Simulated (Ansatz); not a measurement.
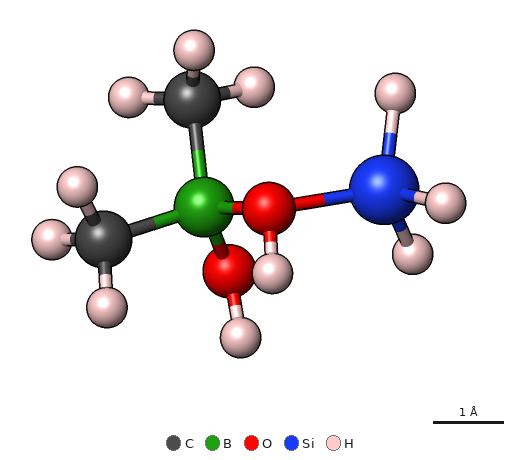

Starting structure of C2H11BO2Si (coarse preliminary run). A ball-and-stick model, seen at a tilt.

The start comes from a force field.

Method: Ansatz 0.2.0, RKS PBE-D4/def2-SVP.

Input file:
```yaml
crystal:
  periodic: [false, false, false]
  atoms:
    - {symbol: C, position_ang: [0.457600, -1.642000, 0.140700]}
    - {symbol: B, position_ang: [0.205400, -0.090200, -0.418900]}
    - {symbol: C, position_ang: [1.512400, 0.326500, -1.241400]}
    - {symbol: O, position_ang: [-0.868600, -0.047500, -1.357300]}
    - {symbol: O, position_ang: [0.028200, 0.868100, 0.702600]}
    - {symbol: Si, position_ang: [-1.483600, 0.651600, 1.540200]}
    - {symbol: H, position_ang: [-0.543700, -2.041700, 0.401200]}
    - {symbol: H, position_ang: [0.912400, -2.219000, -0.657900]}
    - {symbol: H, position_ang: [1.067100, -1.574000, 1.068200]}
    - {symbol: H, position_ang: [2.432900, 0.250700, -0.538500]}
    - {symbol: H, position_ang: [1.452400, 1.369900, -1.573000]}
    - {symbol: H, position_ang: [1.706200, -0.338400, -2.083600]}
    - {symbol: H, position_ang: [-1.080700, 0.903900, -1.686300]}
    - {symbol: H, position_ang: [-0.081800, 1.789900, 0.336500]}
    - {symbol: H, position_ang: [-1.677800, 1.707200, 2.516800]}
    - {symbol: H, position_ang: [-2.603400, 0.693300, 0.613900]}
    - {symbol: H, position_ang: [-1.454100, -0.608700, 2.277100]}
basis:
  gaussian: {orbitals: def2-SVP}
hamiltonian: {xc: pbe, dispersion: d4}
relax: {f_tol: 0.03, max_steps: 200}
```

Command:
```bash
ansatz run in.yaml --threads 4 --pin off --events-out ev --progress --plain --max-ram 11315MiB
```

Predict the outcome.

The largest move after the best rigid fit is that of H16, 1.44 Å. By element the largest moves are H 1.44 Å, O 0.92 Å, B 0.75 Å, Si 0.63 Å, C 0.60 Å. Some distances before and after: B2–O5 1.486 → 2.847 Å, B2–Si6 2.691 → 3.626 Å, C1–B2 1.669 → 1.578 Å, Si6–H15 1.451 → 1.508 Å. Bonds break, among them: B2–O5 (1.49 → 2.85 Å). Bond angles that change, for instance: C1–B2–C3 106.9° → 122.3°, C3–B2–O4 105.6° → 120.7°, Si6–O5–H14 101.3° → 115.5°. The energy falls by 37.1 kcal/mol in 37 accepted moves (43 points after the start). The largest force component goes from 3.3 to 0.022 eV/Å. The line search rejected the trial steps at points 7, 10, 30, 36, 38, 39 of the run. The forces were under the threshold at step 35, but the run went on from there. The run took 69 s on 4 threads of Arm Neoverse V2, with other jobs on the host.

Final geometry:

```xyz
17

C     0.8151   -2.0316   -0.1472
B     0.2619   -0.7208   -0.8285
C     1.2203    0.4428   -1.3352
O    -1.0965   -0.6607   -1.0517
O    -0.0098    0.7205    1.6122
Si   -1.6062    1.2697    1.5579
H     0.0668   -2.8483   -0.1090
H     1.7392   -2.4066   -0.6365
H     1.0946   -1.7796    0.9001
H     2.1040    0.5819   -0.6783
H     0.7214    1.4263   -1.4741
H     1.6323    0.1522   -2.3282
H    -1.3612    0.1808   -1.4666
H     0.6670    1.3749    1.3664
H    -1.8539    2.3117    2.6200
H    -1.9426    1.9089    0.2307
H    -2.4717    0.0774    1.8082
```

The end point in the same view:

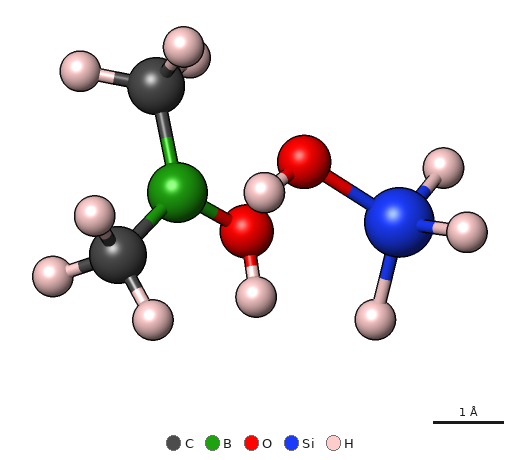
